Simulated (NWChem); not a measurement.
# SiHBrO (SMILES O[Si]Br) at MP2/LANL2DZ (core potential)

Aim: the vertical ionisation energy of SiHBrO at MP2/LANL2DZ (core potential), from 2 runs. 

The calculation is run with NWChem 7.3.0.

## Step 1: The structure to begin with

SiHBrO has 4 atoms, charge 0, and is taken as a singlet. SMILES: `O[Si]Br`. The coordinates come from a PBE0-D4/def2-TZVP relaxation.

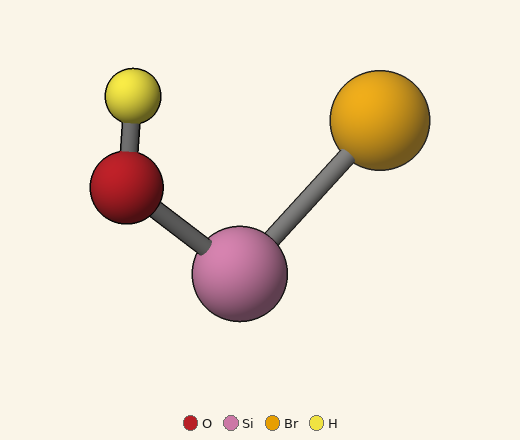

The structure, seen from a chosen angle (oxygen red, silicon pink, bromine amber, hydrogen yellow).

## Step 2: The energy at MP2/LANL2DZ (core potential)

The input, brhosi.xyz:

```xyz
4

O     -0.885200     0.465100    -0.454500
Si    -0.590500    -0.799600     0.539800
Br     1.692600    -0.725200     0.691600
H     -0.161400     0.999400    -0.797200
```

The input, brhosi.nw:

```
START brhosi
memory 2200 mb
charge 0

GEOMETRY noautosym nocenter noautoz
load format xyz brhosi.xyz
END

BASIS spherical bse
* library LANL2DZ
END

ECP bse
Si library LANL2DZ
Br library LANL2DZ
END

SCF
thresh 1e-08
maxiter 80
noprint "final vectors analysis"
END

MP2
freeze core 1
tight
END

TASK mp2
```

Launch:

```bash
$ nwchem brhosi.nw > brhosi.out
```

The program printed:

```text
[...]
  functions       =    27
[...]
  wavefunction    = RHF
[...]
         Total SCF energy =    -92.145062416598
      One-electron energy =   -196.883401704638
      Two-electron energy =     71.648372217661
 Nuclear repulsion energy =     33.089967070379
        Time for solution =      0.4s
[...]
          Total MP2 energy           -92.330972435561
[...]
```

Wall time 1 s (1 thread of Intel Xeon 6975P-C (Granite Rapids), shared host); peak memory 0.099 GiB.

## Step 3: The doublet cation

The input, test.nw:

```
start test
memory total 2200 mb
charge 1

geometry units bohr noautosym nocenter noautoz
O   -1.67278557   0.87891162  -0.85888052
Si  -1.11588328  -1.51102501   1.02007416
Br   3.19855044  -1.37042939   1.30693459
H   -0.30500180   1.88859229  -1.50648967
end

basis spherical bse
* library LANL2DZ
end

ecp bse
Si library LANL2DZ
Br library LANL2DZ
end

scf
doublet
uhf
thresh 1e-08
maxiter 80
noprint "final vectors analysis"
end

mp2
freeze core 1
tight
end

task mp2 energy
```

Launch:

```bash
$ nwchem test.nw > test.out
```

The program printed:

```text
[...]
  functions       =    27
[...]
  wavefunction    = UHF
[...]
         Total SCF energy =    -91.798813986616
      One electron energy =   -192.076245956835
      Two electron energy =     67.187467301674
 Nuclear repulsion energy =     33.089964668544
                       Sz =      0.5000
                 Sz(Sz+1) =      0.7500
                      S^2 =      0.7849
[...]
          Total MP2 energy           -91.982314918819
[...]
```

Wall time 1.3 s (1 thread of Intel Xeon 6975P-C (Granite Rapids), shared host); peak memory 0.099 GiB.

## Step 4: Summary of results

At MP2/LANL2DZ (core potential), 1 core orbital frozen:

```
                                                  quantity         value
                              singlet SiHBrO: total energy  -92.33097 Eh
singlet SiHBrO: correlation energy (1 core orbital frozen)    -185.9 mEh
                              doublet cation: total energy  -91.98231 Eh
doublet cation: correlation energy (1 core orbital frozen)    -183.5 mEh
         doublet cation: ⟨S²⟩ of the reference determinant         0.785
        vertical ionisation energy (to the doublet cation)      9.487 eV
```

Removing an electron at fixed nuclei costs 9.49 eV (915 kJ/mol). Mulliken charges (doublet cation) run from -0.90 on O1 to +1.34 on Si2; they depend strongly on the basis.
